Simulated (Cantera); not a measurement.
Input: 1 mol H2O, 0.038 mol SO2, 0.27 mol N2, equilibrated at 35.0 Pa.

These are equilibrium values from Cantera (NASA tables, ideal gas, pure condensed phases), not measurements of a reactor. Candidate condensed phases: H2O, H2SO4, S; 35 gas species. Rates play no part.

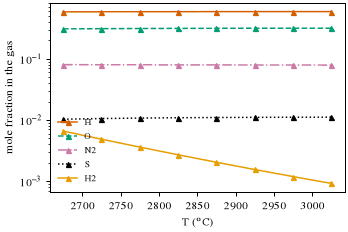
*Equilibrium gas composition (values under 1e-9 drawn at 1e-9)*

**Question.** Read off the mole fractions at 2675 °C.

**Answer.** H about 0.58, O about 0.31, N2 about 0.080, S about 0.010, H2 about 0.0066.
